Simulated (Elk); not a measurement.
## HfO2 (Fm-3m): ε∞ against volume

The cell of HfO2 (Fm-3m) is scaled evenly and the response computed anew at each volume, on one mesh. The atoms keep their fractional positions.

The structure is cubic, space group Fm-3m (No. 225). The conventional cell has a = 5.115 Å, b = 5.115 Å, c = 5.115 Å, α = 90.00°, β = 90.00°, γ = 90.00°. Around Hf on site a lie 8 O at 2.21 Å. Around O on site c lie 4 Hf at 2.21 Å.

Method: Elk 11.2.3 (patched build), PBE, independent particles, k-mesh 10×10×10, Lorentzian half width 0.15 eV.

Launch of the response step: `OMP_NUM_THREADS=4 elk`. The series took 2.7 min in all, its band step included, on 4 threads of Arm Neoverse V1, on a shared host.

```
V/V₀  V (Å³, primitive cell)      ε∞
0.94                   31.45  5.3029
0.96                   32.12  5.3102
0.98                   32.79  5.3201
1.00                   33.46  5.3333
1.02                   34.13  5.3492
1.04                   34.79  5.3676
1.06                   35.46       ?
```

For small changes the quantity should be close to linear in ln V.

Working, on the rows shown:

| x = ln(V/V₀) | y = ε∞ |
| --- | --- |
| -0.0618754 | 5.3029 |
| -0.040822 | 5.3102 |
| -0.0202027 | 5.3201 |
| 0 | 5.3333 |
| 0.0198026 | 5.3492 |
| 0.0392207 | 5.3676 |

Means: x̄ = -0.010646, ȳ = 5.3305. Σ(x − x̄)(y − ȳ) = 0.004575, Σ(x − x̄)² = 0.007154. Slope = 0.004575 / 0.007154 = 0.6396; intercept = ȳ − slope · x̄ = 5.3374. The line misses the rows shown by up to 0.0052, in a bent pattern, so a parabola y = c₀ + c₁x + c₂x² is fitted. The sums Σx = -0.063876765, Σx² = 0.0078335586, Σx³ = -0.00024506967, Σx⁴ = 2.0121541e-05, Σy = 31.9833, Σxy = -0.33592314 and Σx²y = 0.041677445 in the three normal equations give c₀ = 5.3333, c₁ = 0.7253, c₂ = 3.793; the parabola misses the rows by at most 0.00017.

Q: What does the fit predict for the withheld row, and how well does it do?

A: At x = 0.058269 the parabola gives y = 5.3885. The run gave 5.3887, so the extrapolation is off by 0.00024, 0.3 % of the range in the table.

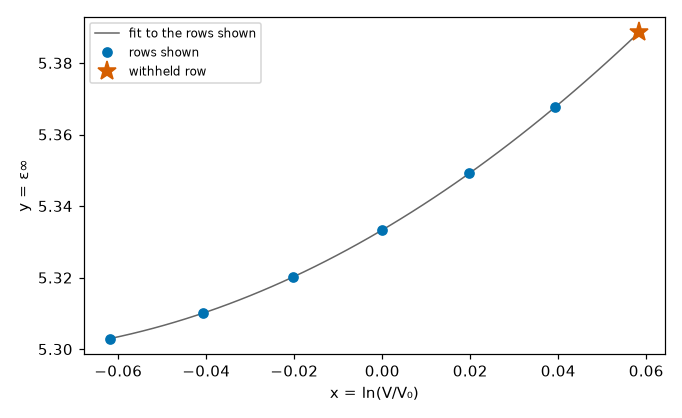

Between the rows on either side of x = 0 the slope is (5.3492 − 5.3201) / (0.019803 − (-0.020203)) = 0.7274. So d ln ε∞/d ln V = +0.14 at V₀: ε∞ falls under slight compression. Fixed polarisabilities with Lorentz local fields (Clausius-Mossotti) would give −(ε − 1)(ε + 2)/3ε = -1.99, so the polarisability itself falls as the cell is compressed. Excitons are left out and so are local fields; PBE gaps are as a rule too small. The values come from a sum over the points of one k-mesh and carry its error, which grows as the direct gap shrinks. Spin-orbit coupling is left out.

[Logs are printed without paths, hosts, clocks, repeated set-up lines and the standing remarks that a program may print on its own settings, such as how far it seeks lower states.]
